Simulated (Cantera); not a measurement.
Charge: 1 mol Ta, 0.73 mol CH₄, 29 mol H₂, held at 67.0 Pa.

Cantera equilibrium calculation (NASA polynomials, part measured and part estimated; ideal gas, pure solids and liquids). Candidate condensed phases: C, C₆H₆, C₇H₈, C₈H₁₈, Ta, TaC; 77 gas species. Mutual solubility and eutectic melting of coexisting phases are not modelled. TaC: taken at fixed stoichiometry. Condensed phases not in the tables: Ta₂C, N, O or C dissolved in the metal. Rates play no part.

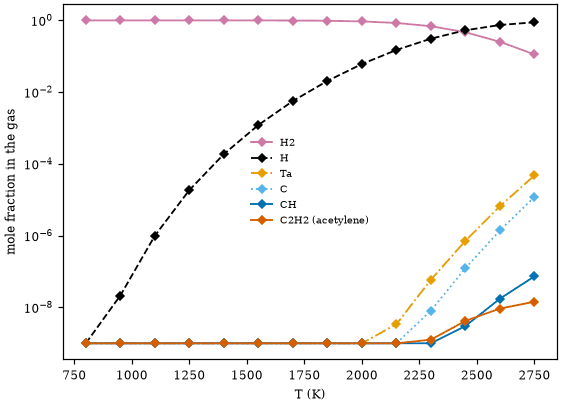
Figure. Equilibrium gas composition (values under 1e-9 drawn at 1e-9)

From 800 K to 2750 K the condensed part is Ta(s) + TaC(s).
